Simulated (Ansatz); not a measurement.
# FO2Si: the cost of one run

Program: Ansatz 0.2.0, Gaussian basis. Level of theory: single points in def2-TZVPPD. These are calculated values, not measurements.

Cores are frozen in the correlated methods.

## (1) The starting structure

4 atoms, charge -1, spin multiplicity 1.

Atoms are counted from 1 here; the program's logs count them from 0.

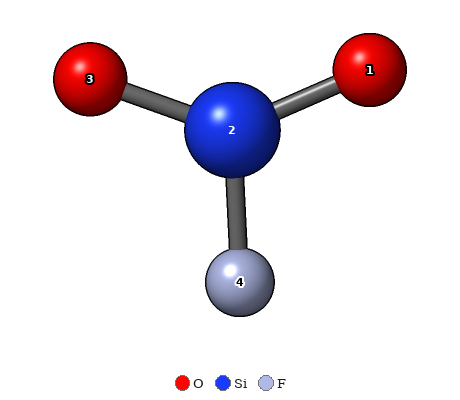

The starting geometry (oxygen red, silicon blue, fluorine light blue); atoms are numbered from 1 in the order of the file.

As a file:

```xyz
4

O     0.8592    0.7356    1.1628
Si    0.0923   -0.0721    0.0448
O    -0.2152   -1.6005   -0.2732
F    -0.7509    0.9246   -0.9057
```

## (2) PBE-D4/def2-TZVPPD

run/in.yaml reads:

```yaml
crystal:
  periodic: [false, false, false]
  atoms:
    - {symbol: O, position_ang: [0.859190, 0.735589, 1.162833]}
    - {symbol: Si, position_ang: [0.092343, -0.072132, 0.044834]}
    - {symbol: O, position_ang: [-0.215217, -1.600507, -0.273250]}
    - {symbol: F, position_ang: [-0.750899, 0.924647, -0.905743]}
basis:
  gaussian: {orbitals: "def2-TZVPPD.json"}
total_charge: -1
hamiltonian: {xc: pbe, dispersion: d4}
output: {forces: true}
```

The basis file named in the input lies beside it (Basis Set Exchange, JSON).

Run with:

```bash
> ansatz run in.yaml --threads 2 --pin off --events-out ev --progress --plain --max-ram 3481MiB
```

Q: Estimate wall time and peak memory on 2 threads of Intel Xeon at 2.50GHz, shared host.

About 2.9 s, with a peak of 0.18 GiB.
